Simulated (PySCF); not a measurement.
SMILES [SiH2](O[SiH2][O][Ge]([Cl])([Cl])[Cl])F (H₄Cl₃FGeO₂Si₂) at its PBE0/def2-SVP optimised geometry (Å):

```
13

Si    -3.2531    -0.3527    -1.5493
F     -2.8265     0.6041    -2.7835
O     -2.2179    -1.6287    -1.4839
Si    -0.9216    -2.5167    -1.9884
O      0.4903    -1.8203    -1.4343
Ge     1.0289    -1.0024     0.0000
Cl     0.2969    -2.0028     1.7342
Cl     3.1508    -1.0024     0.0000
Cl     0.3062     1.0024     0.0000
H     -4.6228    -0.8540    -1.8171
H     -3.1508     0.4323    -0.2971
H     -0.8274    -2.5236    -3.4687
H     -1.0598    -3.8782    -1.4153
```

Computed with PBE0/def2-TZVP in PySCF 2.14.0. Cells within 0.4 Å of a nucleus heavier than hydrogen are left out (blank, or x).

Map of the HOMO amplitude (bohr^(-3/2)) on the plane z = 0.0 Å; orbital energy -9.20 eV, overall sign arbitrary:

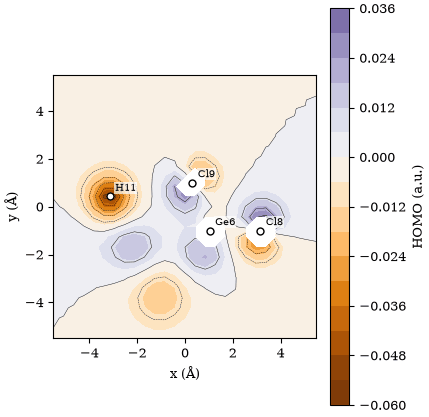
Figure. HOMO amplitude (bohr^(-3/2)) on the plane z = 0.0 Å.
